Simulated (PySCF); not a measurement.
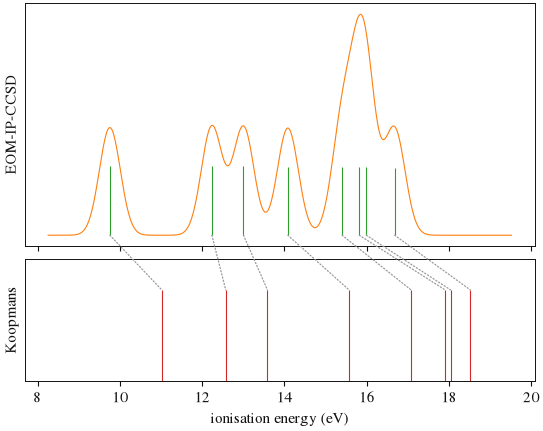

Valence photoelectron lines of CH₄FNSi, SMILES C=N[SiH2]F: vertical EOM-IP-CCSD/aug-cc-pVDZ (frozen core, PySCF, at a PBE0-D3(BJ)/def2-SVP geometry (no frequency check); 8 lines, one for each of the 8 highest orbitals, so a line of a deeper orbital can be missing among them) above, Hartree-Fock orbital energies with the sign turned below, non-relativistic; dotted lines join each line to its leading orbital. Stick heights are one-hole weights (summed over degenerate lines), not cross-sections; Gaussian width 0.60 eV.

What is the first vertical ionisation energy, and how far is Koopmans' value off?

9.76 eV from the HOMO; Koopmans gives 11.02 eV, 1.26 eV too high.

List the lines.

```csv
hole,EOM-IP-CCSD (eV),Koopmans (eV),one-hole weight
HOMO,9.76,11.02,0.95
HOMO-1,12.24,12.57,0.96
HOMO-2,13.01,13.59,0.95
HOMO-3,14.08,15.57,0.94
HOMO-4,15.40,17.08,0.94
HOMO-5,15.82,17.90,0.94
HOMO-6,15.99,18.04,0.94
HOMO-7,16.68,18.52,0.93
```

Known limits of this run: small basis, so the lines can lie some tenths of an eV too low; one conformer of a flexible molecule.
